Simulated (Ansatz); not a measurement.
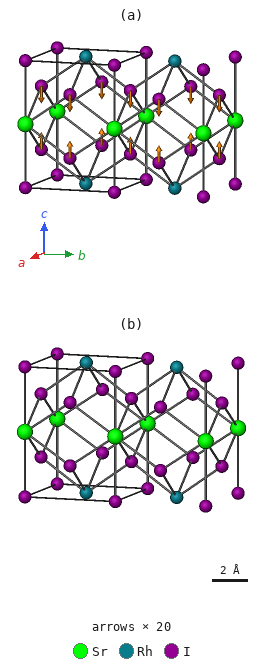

The structure of solid SrRhI5 (built on the SiSnPd5-123 type type) before (top) and after (bottom) a relaxation, at one scale. The orange arrows give the displacements (the part carried along by the change of the cell is left out), 20 times their true length.

A ball-and-stick model of the cell of the calculation, repeated 1 × 2 × 1 with one cell outlined, seen slightly off an axis.

All numbers below come from DFT, r2SCAN+rVV10, plane waves, PAW (Ansatz 0.2.0). (plane-wave cutoff 500 eV; k-point mesh 4 × 4 × 4; occupations fermi dirac; smearing width 0.03 eV; no spin polarisation; cell and atoms relaxed; force threshold 0.01 eV/Å; at most 120 steps)

Question: Describe what moved and what it gained.

Answer: The energy falls by 88.2 meV per cell of the calculation in 3 accepted moves (4 points after the start). Largest force component: 0.16 eV/Å at the start, 0.0016 eV/Å at the end. Pressure: 1.90 GPa at the start and 0.01 GPa at the end. At 1 point the geometry stayed and the basis and grid were re-selected for the new cell (energy shift of 2.3 meV per cell of the calculation at most each time). The largest moves relative to the cell, 0.052 Å, are those of I atoms. Rh and Sr stay in place. The volume changes by +5.6 %, with a = b 5.524 → 5.612 Å (+1.6 %), c 7.502 → 7.680 Å (+2.4 %). Among the contacts that change: I–Rh 3.338 → 3.429 Å, I–Sr 3.751 → 3.840 Å, I–Sr 3.339 → 3.371 Å. The space group stays P4/mmm (No. 123). Cost: 85 s on 4 threads of Arm Neoverse V1, on a shared host, peak memory 1.5 GiB.
